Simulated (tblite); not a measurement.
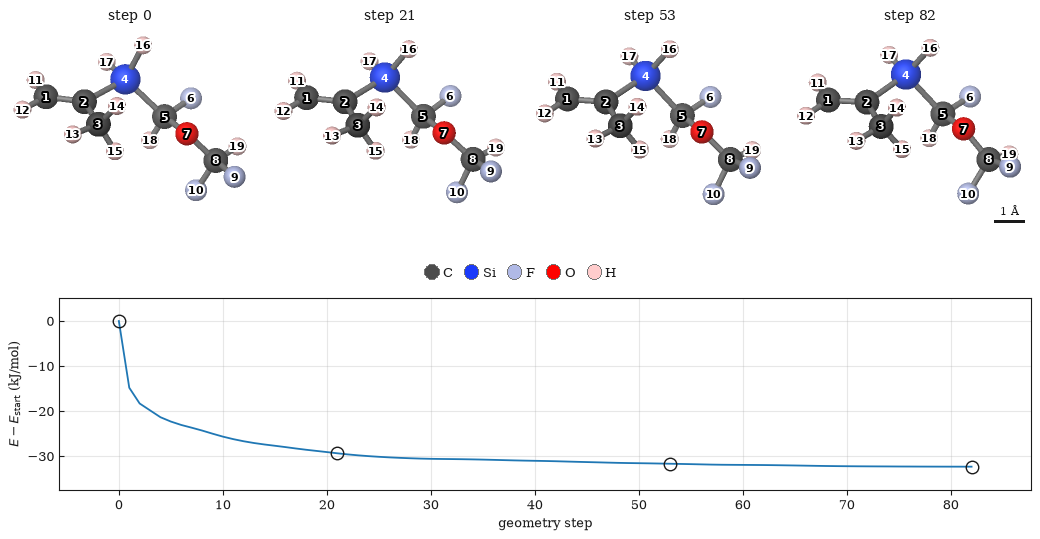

Frames of a relaxation of C5H9F3OSi, marked on the history of the run. Style: ball-and-stick. Shown from a free direction.

These are results of GFN2-xTB geometry optimisation, gas phase in tblite 0.8.0, not measurements. 

Describe the path.

Answer. The largest move after the best rigid fit is that of F10, 0.58 Å. By element the largest moves are F 0.58 Å, H 0.39 Å, C 0.27 Å, O 0.24 Å, Si 0.17 Å. Some distances before and after: O7–C8 1.416 → 1.356 Å, Si4–C5 1.878 → 1.939 Å, C5–O7 1.435 → 1.400 Å, Si4–H17 1.499 → 1.464 Å. Among the angles between lasting bonds that change: Si4–C5–O7 116.0° → 106.3°, Si4–C5–H18 107.7° → 115.2°, H16–Si4–H17 106.3° → 112.9°. Over 82 geometry steps the energy falls by 32.3 kJ/mol. From step 0 to 21: F9 moves most (0.25 Å), energy −29.3 kJ/mol. From step 21 to 53: F10 moves most (0.25 Å), energy −2.32 kJ/mol. From step 53 to 82: F10 moves most (0.26 Å), energy −0.65 kJ/mol.

```
step  E − E(0), kJ/mol
   0              0.00
   1            -14.79
   2            -18.28
   3            -19.81
   4            -21.33
   5            -22.29
   6            -23.05
   7            -23.65
   8            -24.28
   9            -24.97
  10            -25.63
  14            -27.37
  18            -28.54
  21            -29.33
  25            -30.11
  29            -30.50
  33            -30.64
  37            -30.84
  40            -30.99
  44            -31.22
  48            -31.45
  52            -31.60
  55            -31.73
  59            -31.89
  63            -31.96
  67            -32.11
  71            -32.21
  74            -32.25
  78            -32.28
  82            -32.30
```
